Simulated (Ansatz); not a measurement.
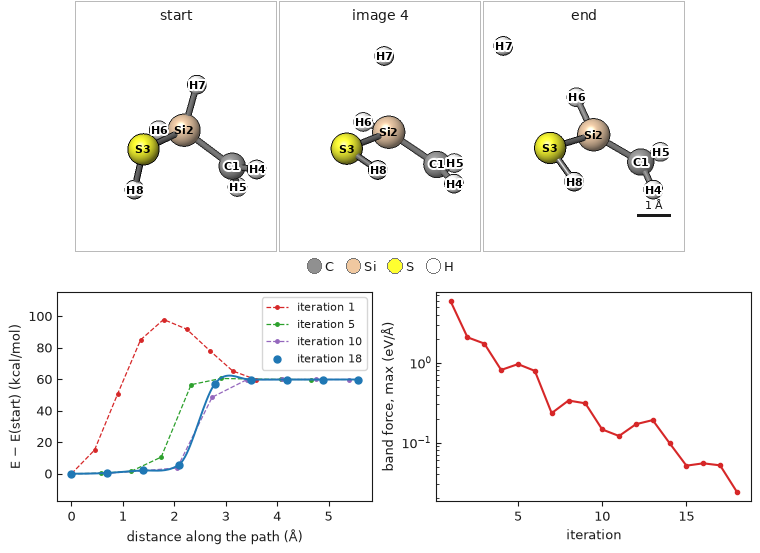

A nudged-elastic-band calculation for CH₅SSi (multiplicity 2). Images are numbered from 0 (start) to 8 (end). The plot follows the band through its iterations. The picture is a ball-and-stick view, seen from a free direction.

These are results of UKS PBE0/def2-SVP in Ansatz 0.2.0, not measurements. Settings: 7 movable images; climbing image; force threshold 0.05 eV/Å; iteration limit 60; starting path by straight interpolation.

Question: Judge this run.

Answer: The run is converged, with reservations. The band converged in 18 iterations. The largest component of the band force went from 5.9 to 0.024 eV/Å. The straight starting path can push atoms close together and costs iterations. The first iteration put the highest image at 97.9 kcal/mol. No barrier shows: the energy is highest at the end, and the end lies 59.8 kcal/mol above the start.

Cost: 3.8 min on 2 threads of Arm Neoverse V2, with other jobs on the host, peak memory 0.21 GiB.
